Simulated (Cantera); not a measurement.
Feed: 1 mol SiO₂, 1.9 mol CH₄, 17 mol N₂, held at 0.100 bar.

Equilibrium computed with Cantera from the NASA thermochemical tables; the gas is ideal and each condensed phase is pure. Candidate condensed phases: C, C₆H₆, C₇H₈, C₈H₁₈, H₂O, Si, SiC, SiO₂, Si₂N₂O, Si₃N₄; 151 gas species. N₂ is the only nitrogen source here; it is nearly inert below about 1500 K, so the nitride shown seldom forms there in practice. Mutual solubility and eutectic melting of coexisting phases are not modelled. The tables' values for SiN are old estimates; treat these amounts as uncertain. Gases not in the tables: Si₂H₆ and higher silanes. Rates play no part.

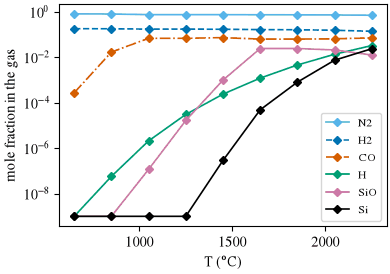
Fig. 1. Equilibrium gas composition (values under 1e-9 drawn at 1e-9)

**Question.** Read off the mole fractions at 650 °C.

**Answer.** N₂ about 0.82, H₂ about 0.18, CO about 0.00028.
